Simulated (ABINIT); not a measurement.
# A GW chain in ABINIT: LiHF2 (C2/m), part 2 of 3

Aim: the G0W0 gap of LiHF2 (C2/m) on PBEsol, step by step.

ABINIT 10.8.3; PBEsol and many-body steps on it, plane waves. Known limits of the many-body steps: not at the basis limit; coarse k mesh.

So far. Step 2 (Ground state): The gap is indirect, with the least direct gap 0.13 eV higher.

## 3. Bands along the symmetry lines

Level of this step: DFT, PBEsol, plane waves, norm-conserving pseudopotentials (ABINIT).

Levels along a band path, at the cheap level, show where the edges lie and whether the meshes to come will hold them.

run.abi reads:

```
acell 3*1.0 Angstrom
rprim 
  2.547496000000 -1.534899000000 -0.000000000000
  2.547496000000 1.534899000000 -0.000000000000
  -2.526944000000 -0.000000000000 4.201520000000
ntypat 3
znucl 3 1 9
natom 4
typat 1 2 3 3
xred 
  0.000000000000 0.000000000000 0.000000000000
  0.000000000000 0.000000000000 0.500000000000
  0.209803000000 0.209803000000 0.750702000000
  0.790197000000 0.790197000000 0.249298000000
pp_dirpath "pseudos"
pseudos "Li.upf, H.upf, F.upf"
ecut 36
iscf -2
irdden 1
kptopt 0
nkpt 76
kpt 
  0.00000000 0.00000000 0.00000000
  -0.04669799 0.04669799 0.00000000
  -0.09339598 0.09339598 0.00000000
  -0.14009397 0.14009397 0.00000000
  -0.18679196 0.18679196 0.00000000
  -0.23348995 0.23348995 0.00000000
  -0.28018794 0.28018794 0.00000000
  -0.32688593 0.32688593 0.00000000
  -0.37358392 0.37358392 -0.00000000
  -0.62641608 -0.37358392 0.00000000
  -0.61061407 -0.38938593 0.00000000
  -0.59481206 -0.40518794 0.00000000
  -0.57901005 -0.42098995 0.00000000
  -0.56320804 -0.43679196 0.00000000
  -0.54740603 -0.45259397 0.00000000
  -0.53160402 -0.46839598 0.00000000
  -0.51580201 -0.48419799 0.00000000
  -0.50000000 -0.50000000 0.00000000
  -0.43750000 -0.43750000 0.00000000
  -0.37500000 -0.37500000 0.00000000
  -0.31250000 -0.31250000 0.00000000
  -0.25000000 -0.25000000 0.00000000
  -0.18750000 -0.18750000 0.00000000
  -0.12500000 -0.12500000 0.00000000
  -0.06250000 -0.06250000 0.00000000
  0.00000000 0.00000000 0.00000000
  -0.06250000 -0.06250000 0.06250000
  -0.12500000 -0.12500000 0.12500000
  -0.18750000 -0.18750000 0.18750000
  -0.25000000 -0.25000000 0.25000000
  -0.31250000 -0.31250000 0.31250000
  -0.37500000 -0.37500000 0.37500000
  -0.43750000 -0.43750000 0.43750000
  -0.50000000 -0.50000000 0.50000000
  -0.52407588 -0.47592412 0.50000000
  -0.54815177 -0.45184823 0.50000000
  -0.57222765 -0.42777235 0.50000000
  -0.59630353 -0.40369647 0.50000000
  -0.62037942 -0.37962058 0.50000000
  -0.64445530 -0.35554470 0.50000000
  -0.66853119 -0.33146881 0.50000000
  -0.69260707 -0.30739293 0.50000000
  -0.30739293 0.30739293 0.50000000
  -0.26896881 0.26896881 0.50000000
  -0.23054470 0.23054470 0.50000000
  -0.19212058 0.19212058 0.50000000
  -0.15369647 0.15369647 0.50000000
  -0.11527235 0.11527235 0.50000000
  -0.07684823 0.07684823 0.50000000
  -0.03842412 0.03842412 0.50000000
  0.00000000 0.00000000 0.50000000
  0.00000000 0.00000000 0.43750000
  0.00000000 0.00000000 0.37500000
  0.00000000 0.00000000 0.31250000
  0.00000000 0.00000000 0.25000000
  0.00000000 0.00000000 0.18750000
  0.00000000 0.00000000 0.12500000
  0.00000000 0.00000000 0.06250000
  0.00000000 0.00000000 0.00000000
  -0.50000000 0.00000000 0.50000000
  -0.43750000 0.00000000 0.43750000
  -0.37500000 0.00000000 0.37500000
  -0.31250000 0.00000000 0.31250000
  -0.25000000 0.00000000 0.25000000
  -0.18750000 0.00000000 0.18750000
  -0.12500000 0.00000000 0.12500000
  -0.06250000 0.00000000 0.06250000
  0.00000000 0.00000000 0.00000000
  -0.06250000 0.00000000 0.00000000
  -0.12500000 0.00000000 0.00000000
  -0.18750000 0.00000000 0.00000000
  -0.25000000 0.00000000 0.00000000
  -0.31250000 0.00000000 0.00000000
  -0.37500000 0.00000000 0.00000000
  -0.43750000 0.00000000 0.00000000
  -0.50000000 0.00000000 -0.00000000
istwfk *1
nband 16
nbdbuf 2
tolwfr 1e-08
nstep 40
prtwf 0
prtvol 0
indata_prefix "in"
outdata_prefix "out"
tmpdata_prefix "tmp"
```

On the command line:

```
$ OMP_NUM_THREADS=1 mpirun -n 4 abinit run.abi > log
```

Numbers of over 12 decimals in the logs are rounded to 6 here.

Log:

```text
.Version 10.8.3 of ABINIT. v10.8.2 released Aug 2026.

 Symmetries : space group C2/m (# 12); Bravais mC (1-face-center monocl.)
[... echo of the input left out ...]
== DATASET  1 ==================================================================
-   mpi_nproc: 4, omp_nthreads: 1 (-1 if OMP is not activated)

--- !DatasetInfo
iteration_state: {dtset: 1, }
dimensions: {natom: 4, nkpt: 76, mband: 16, nsppol: 1, nspinor: 1, nspden: 1, mpw: 2327, }
cutoff_energies: {ecut:  36.0, pawecutdg:  -1.0, }
electrons: {nelect:   1.80000000E+01, charge:   0.00000000E+00, occopt:   1.00000000E+00, tsmear:   1.00000000E-02, }

 Real(R)+Recip(G) space primitive vectors, cartesian coordinates (Bohr,Bohr^-1):
 R(1)=  4.8140697 -2.9005387  0.0000000  G(1)=  0.1038622 -0.1723818  0.0624664
 R(2)=  4.8140697  2.9005387  0.0000000  G(2)=  0.1038622  0.1723818  0.0624664
 R(3)= -4.7752321  0.0000000  7.9397221  G(3)=  0.0000000  0.0000000  0.1259490
 Unit cell volume ucvol=  2.2173096E+02 bohr^3
 Angles (23,13,12)=  1.16197186E+02  1.16197186E+02  6.21390048E+01 degrees

 getcut: wavevector=  0.0000  0.0000  0.0000  ngfft=  32  32  54
         ecut(hartree)=     36.000   => boxcut(ratio)=   2.10945

--- Pseudopotential description ------------------------------------------------
- Li Generated using ONCVPSP code by D. R. Hamann
-  3.00000   3.00000  180301                  znucl, zion, pspdat
12 -116133 1 -1 1944                          pspcod,pspxc,lmax,lloc,mmax
     nproj     2     2     0
  pspatm : epsatm=    2.60875052
         --- l  ekb(1:nproj) -->
             0   -4.855856   -1.482423
             1   -2.171544   -0.427615
 pspatm: atomic psp has been read  and splines computed

- H Generated using ONCVPSP code by D. R. Hamann
-  1.00000   1.00000  180301                  znucl, zion, pspdat
12 -116133 1 -1 1180                          pspcod,pspxc,lmax,lloc,mmax
     nproj     2     1     0
  pspatm : epsatm=    0.35585368
         --- l  ekb(1:nproj) -->
             0   -1.674911   -0.523609
             1   -0.494138
 pspatm: atomic psp has been read  and splines computed

- F Generated using ONCVPSP code by D. R. Hamann
-  9.00000   7.00000  180301                  znucl, zion, pspdat
12 -116133 2 -1 832                           pspcod,pspxc,lmax,lloc,mmax
     nproj     2     2     1
  pspatm : epsatm=    4.89824381
         --- l  ekb(1:nproj) -->
[...]
2   -2.394754
 pspatm: atomic psp has been read  and splines computed

--------------------------------------------------------------------------------

================================================================================
 prteigrs : about to open file out_EIG
 Non-SCF case, kpt    1 (  0.00000  0.00000  0.00000), residuals and eigenvalues=
  1.38E-09  8.53E-10  1.34E-09  4.16E-09  5.17E-09  2.14E-09  3.42E-09  3.66E-09
[...]
Non-SCF case, kpt    3 ( -0.09340  0.09340  0.00000), residuals and eigenvalues=
[...]
5.8132E-01  5.9504E-01  6.2356E-01  6.5631E-01
[...]
Non-SCF case, kpt   75 ( -0.43750  0.00000  0.00000), residuals and eigenvalues=
[...]
Non-SCF case, kpt   76 ( -0.50000  0.00000 -0.00000), residuals and eigenvalues=
[...]
-1.5606E+00 -8.4315E-01 -8.0705E-01 -2.5898E-01 -1.8092E-01 -1.4901E-01
 -1.3687E-01 -1.2937E-01 -1.0082E-01  3.9810E-01  4.2974E-01  4.4976E-01
[...]
--- !ResultsGS
iteration_state: {dtset: 1, }
comment   : Summary of ground state results
lattice_vectors:
- [  4.8140697,  -2.9005387,  -0.0000000, ]
- [  4.8140697,   2.9005387,  -0.0000000, ]
- [ -4.7752321,  -0.0000000,   7.9397221, ]
lattice_lengths: [   5.62036,    5.62036,    9.26510, ]
lattice_angles: [116.197, 116.197,  62.139, ] # degrees, (23, 13, 12)
lattice_volume:   2.2173096E+02
convergence: {deltae:  0.000E+00, res2:  0.000E+00, residm:  9.988E-09, diffor:  0.000E+00, }
etotal    :  -5.70206115E+01
entropy   :   0.00000000E+00
fermie    :  -9.54477673E-02
cartesian_stress_tensor: null
pressure_GPa: null
xred      :
- [  0.0000E+00,   0.0000E+00,   0.0000E+00, Li]
- [ -1.8873E-18,  -1.8873E-18,   5.0000E-01,  H]
- [  2.0980E-01,   2.0980E-01,   7.5070E-01,  F]
- [  7.9020E-01,   7.9020E-01,   2.4930E-01,  F]
cartesian_forces: null
force_length_stats: {min: null, max: null, mean: null, }

 Integrated electronic density in atomic spheres:
 ------------------------------------------------
 Atom  Sphere_radius  Integrated_density
[...]
================================================================================

 ----iterations are completed or convergence reached----

 Mean square residual over all n,k,spin=   40.859E-10; max=  99.880E-10
 reduced coordinates (array xred) for    4 atoms
[...]
0.209803000000      0.209803000000      0.750702000000
       0.790197000000      0.790197000000      0.249298000000

 cartesian coordinates (angstrom) at end:
[...]
3     -0.828037    -0.000000     3.154089
    4      3.396085     0.000000     1.047431
 length scales=  1.889726125908  1.889726125908  1.889726125908 bohr
              =  1.000000000000  1.000000000000  1.000000000000 angstroms
 prteigrs : about to open file out_EIG
 Eigenvalues (hartree) for nkpt=  76  k points:
 kpt#   1, nband= 16, wtk=  1.00000, kpt=  0.0000  0.0000  0.0000 (reduced coord)
[...]
kpt#   2, nband= 16, wtk=  1.00000, kpt= -0.0467  0.0467  0.0000 (reduced coord)
[...]
kpt#   3, nband= 16, wtk=  1.00000, kpt= -0.0934  0.0934  0.0000 (reduced coord)
[...]
kpt#  75, nband= 16, wtk=  1.00000, kpt= -0.4375  0.0000  0.0000 (reduced coord)
[...]
kpt#  76, nband= 16, wtk=  1.00000, kpt= -0.5000  0.0000  0.0000 (reduced coord)
  -1.56058   -0.84315   -0.80705   -0.25898   -0.18092   -0.14901   -0.13687   -0.12937
  -0.10082    0.39810    0.42974    0.44976    0.53047    0.56556    0.58549    0.62687

== END DATASET(S) ==============================================================
================================================================================

 -outvars: echo values of variables after computation  --------
            nband          16
             nkpt          76
          spgroup          12
 [... the other variables as echoed above ...]

 Calculation completed.
```

It took 15 s on 4 MPI ranks of Intel Xeon Platinum 8259CL at 2.50GHz (Skylake/Cascade Lake), shared host; peak memory 0.32 GiB; 59 s of CPU time.

This step gave:

```
gap                        : 8.408 eV
k of the valence top       : 0, 0, 0.5
k of the conduction bottom : 0, 0, 0
least direct gap           : 8.531 eV
```

The gap is 8.408 eV, +0.003 eV from the run before at this level.

Electronic bands along the path, in eV, zero at the top of the highest filled band:

```
     point  band 6  band 7  band 8  band 9  band 10  band 11  band 12  band 13
         Γ   -0.32   -0.24   -0.21   -0.12     8.41    12.75    17.61    18.99
         C   -1.59   -0.86   -0.59   -0.32    14.07    14.12    14.84    15.37
jump to C2   -1.59   -0.86   -0.59   -0.32    14.07    14.12    14.84    15.37
        Y2   -1.24   -0.72   -0.63   -0.07    12.99    14.07    15.20    15.65
         Γ   -0.32   -0.24   -0.21   -0.12     8.41    12.75    17.61    18.99
        M2   -1.54   -0.72   -0.71   -0.66    12.15    14.70    16.29    17.42
         D   -1.72   -1.62   -0.70   -0.36    14.27    14.40    14.71    16.13
jump to D2   -1.72   -1.62   -0.70   -0.36    14.27    14.40    14.71    16.13
         A   -0.53   -0.42   -0.11    0.00     9.59    12.28    17.04    19.19
         Γ   -0.32   -0.24   -0.21   -0.12     8.41    12.75    17.61    18.99
jump to L2   -0.98   -0.61   -0.39   -0.32    11.58    14.21    15.98    17.32
         Γ   -0.32   -0.24   -0.21   -0.12     8.41    12.75    17.61    18.99
        V2   -1.45   -1.12   -0.92   -0.14    13.43    14.29    14.84    17.04
```

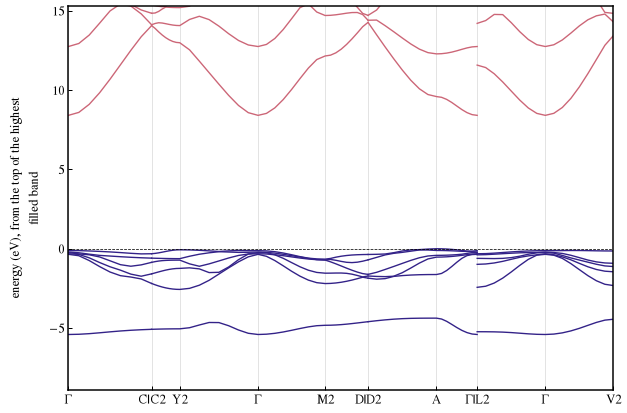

Electronic bands along the path; lines of filled and empty bands in two colours.

## 4. Empty states on the mesh, 4×4×2 mesh, 34 bands

The sums over transitions need many empty states on a uniform mesh; this step solves for them.

run.abi reads:

```
acell 3*1.0 Angstrom
rprim 
  2.547496000000 -1.534899000000 -0.000000000000
  2.547496000000 1.534899000000 -0.000000000000
  -2.526944000000 -0.000000000000 4.201520000000
ntypat 3
znucl 3 1 9
natom 4
typat 1 2 3 3
xred 
  0.000000000000 0.000000000000 0.000000000000
  0.000000000000 0.000000000000 0.500000000000
  0.209803000000 0.209803000000 0.750702000000
  0.790197000000 0.790197000000 0.249298000000
pp_dirpath "pseudos"
pseudos "Li.upf, H.upf, F.upf"
ecut 36
ngkpt 4 4 2
nshiftk 1
shiftk 0 0 0
kptopt 1
chksymbreak 0
iscf -2
irdden 1
istwfk *1
nband 34
nbdbuf 4
tolwfr 1e-09
nstep 60
prtvol 0
indata_prefix "in"
outdata_prefix "out"
tmpdata_prefix "tmp"
```

Log:

```text
.Version 10.8.3 of ABINIT. v10.8.2 released Aug 2026.

 Symmetries : space group C2/m (# 12); Bravais mC (1-face-center monocl.)
[... echo of the input left out ...]
== DATASET  1 ==================================================================
-   mpi_nproc: 4, omp_nthreads: 1 (-1 if OMP is not activated)

--- !DatasetInfo
iteration_state: {dtset: 1, }
dimensions: {natom: 4, nkpt: 14, mband: 34, nsppol: 1, nspinor: 1, nspden: 1, mpw: 2327, }
cutoff_energies: {ecut:  36.0, pawecutdg:  -1.0, }
electrons: {nelect:   1.80000000E+01, charge:   0.00000000E+00, occopt:   1.00000000E+00, tsmear:   1.00000000E-02, }

 Real(R)+Recip(G) space primitive vectors, cartesian coordinates (Bohr,Bohr^-1):
 R(1)=  4.8140697 -2.9005387  0.0000000  G(1)=  0.1038622 -0.1723818  0.0624664
 R(2)=  4.8140697  2.9005387  0.0000000  G(2)=  0.1038622  0.1723818  0.0624664
 R(3)= -4.7752321  0.0000000  7.9397221  G(3)=  0.0000000  0.0000000  0.1259490
 Unit cell volume ucvol=  2.2173096E+02 bohr^3
 Angles (23,13,12)=  1.16197186E+02  1.16197186E+02  6.21390048E+01 degrees

 getcut: wavevector=  0.0000  0.0000  0.0000  ngfft=  32  32  54
         ecut(hartree)=     36.000   => boxcut(ratio)=   2.10945

--- Pseudopotential description ------------------------------------------------
- Li Generated using ONCVPSP code by D. R. Hamann
-  3.00000   3.00000  180301                  znucl, zion, pspdat
12 -116133 1 -1 1944                          pspcod,pspxc,lmax,lloc,mmax
     nproj     2     2     0
  pspatm : epsatm=    2.60875052
         --- l  ekb(1:nproj) -->
             0   -4.855856   -1.482423
             1   -2.171544   -0.427615
 pspatm: atomic psp has been read  and splines computed

- H Generated using ONCVPSP code by D. R. Hamann
-  1.00000   1.00000  180301                  znucl, zion, pspdat
12 -116133 1 -1 1180                          pspcod,pspxc,lmax,lloc,mmax
     nproj     2     1     0
  pspatm : epsatm=    0.35585368
         --- l  ekb(1:nproj) -->
             0   -1.674911   -0.523609
             1   -0.494138
 pspatm: atomic psp has been read  and splines computed

- F Generated using ONCVPSP code by D. R. Hamann
-  9.00000   7.00000  180301                  znucl, zion, pspdat
12 -116133 2 -1 832                           pspcod,pspxc,lmax,lloc,mmax
     nproj     2     2     1
  pspatm : epsatm=    4.89824381
         --- l  ekb(1:nproj) -->
[...]
2   -2.394754
 pspatm: atomic psp has been read  and splines computed

--------------------------------------------------------------------------------

================================================================================
 prteigrs : about to open file out_EIG
 Non-SCF case, kpt    1 (  0.00000  0.00000  0.00000), residuals and eigenvalues=
  5.69E-10  7.79E-11  9.31E-11  5.78E-11  4.49E-10  3.46E-10  4.37E-10  2.15E-10
  5.22E-11  6.03E-11  9.10E-11  3.58E-10  1.43E-10  2.31E-10  7.26E-11  5.60E-10
  1.30E-10  2.11E-10  7.42E-11  2.05E-10  7.76E-11  7.18E-10  6.25E-11  3.65E-10
[...]
5.27E-08  4.50E-05
 -1.5615E+00 -8.5973E-01 -8.0305E-01 -2.9430E-01 -1.0859E-01 -1.0728E-01
 -1.0442E-01 -1.0324E-01 -1.0010E-01  2.1342E-01  3.7287E-01  5.5164E-01
  6.0248E-01  6.0363E-01  6.3679E-01  7.4706E-01  8.3642E-01  8.5245E-01
  9.2495E-01  9.4834E-01  9.4847E-01  9.9702E-01  1.0483E+00  1.0962E+00
  1.1653E+00  1.1941E+00  1.2479E+00  1.2785E+00  1.4240E+00  1.4278E+00
  1.5515E+00  1.5536E+00  1.6230E+00  1.7082E+00
 prteigrs : prtvol=0 or 1, do not print more k-points.

--- !ResultsGS
iteration_state: {dtset: 1, }
comment   : Summary of ground state results
lattice_vectors:
- [  4.8140697,  -2.9005387,  -0.0000000, ]
- [  4.8140697,   2.9005387,  -0.0000000, ]
- [ -4.7752321,  -0.0000000,   7.9397221, ]
lattice_lengths: [   5.62036,    5.62036,    9.26510, ]
lattice_angles: [116.197, 116.197,  62.139, ] # degrees, (23, 13, 12)
lattice_volume:   2.2173096E+02
convergence: {deltae:  0.000E+00, res2:  0.000E+00, residm:  9.932E-10, diffor:  0.000E+00, }
etotal    :  -5.70206115E+01
entropy   :   0.00000000E+00
fermie    :  -9.54477673E-02
cartesian_stress_tensor: null
pressure_GPa: null
xred      :
- [  0.0000E+00,   0.0000E+00,   0.0000E+00, Li]
- [ -1.8873E-18,  -1.8873E-18,   5.0000E-01,  H]
- [  2.0980E-01,   2.0980E-01,   7.5070E-01,  F]
- [  7.9020E-01,   7.9020E-01,   2.4930E-01,  F]
cartesian_forces: null
force_length_stats: {min: null, max: null, mean: null, }

 Integrated electronic density in atomic spheres:
 ------------------------------------------------
 Atom  Sphere_radius  Integrated_density
[...]
================================================================================

 ----iterations are completed or convergence reached----

 Mean square residual over all n,k,spin=   35.863E-11; max=  99.320E-11
 reduced coordinates (array xred) for    4 atoms
[...]
0.209803000000      0.209803000000      0.750702000000
       0.790197000000      0.790197000000      0.249298000000

 cartesian coordinates (angstrom) at end:
    1      0.000000     0.000000     0.000000
    2     -1.263472    -0.000000     2.100760
    3     -0.828037    -0.000000     3.154089
    4      3.396085     0.000000     1.047431
 length scales=  1.889726125908  1.889726125908  1.889726125908 bohr
              =  1.000000000000  1.000000000000  1.000000000000 angstroms
 prteigrs : about to open file out_EIG
 Eigenvalues (hartree) for nkpt=  14  k points:
 kpt#   1, nband= 34, wtk=  0.03125, kpt=  0.0000  0.0000  0.0000 (reduced coord)
[...]
0.83642    0.85245    0.92495    0.94834    0.94847    0.99702    1.04828    1.09624
   1.16534    1.19406    1.24794    1.27851    1.42398    1.42780    1.55149    1.55361
   1.62304    1.70821
 prteigrs : prtvol=0 or 1, do not print more k-points.

== END DATASET(S) ==============================================================
================================================================================

 -outvars: echo values of variables after computation  --------
            nband          34
             nkpt          14
          spgroup          12
 [... the other variables as echoed above ...]

 Calculation completed.
```

Wall time 9 s (4 MPI ranks); peak memory 0.3 GiB.

Numbers from this step:

```
gap                                                           : 8.408 eV
k of the valence top                                          : 0, 0, 0.5
k of the conduction bottom                                    : 0, 0, 0
least direct gap                                              : 8.531 eV
k points computed                                             : 14
lowest point of the top converged band, above the valence top : 41.45 eV
```

On this mesh the gap is 8.408 eV.

[end of part 2 of 3]

[Paths, hosts, dates, memory and timing lines, banners, echoed tables and standing remarks are left out of the program output.]

[Logs are printed without paths, hosts, clocks, repeated set-up lines and the standing remarks that a program may print on its own settings, such as how far it seeks lower states.]

[Runs of the session that timed out or met a known fault of the program may be left out.]

[Hosts, paths, dates, database ids (printed as entryN), source tags and the programs' standing remarks are cut or masked in the printed files.]

[G0W0 gaps are taken among the corrected bands and points alone; a level outside them can change the order at an edge.]

[Where Ansatz stands beside ABINIT at settings called matched, ABINIT's density can come from a denser mesh and the files from another edition; pairs whose starting gaps differed by over 0.03 eV were left out, so agreement reads better than it is.]
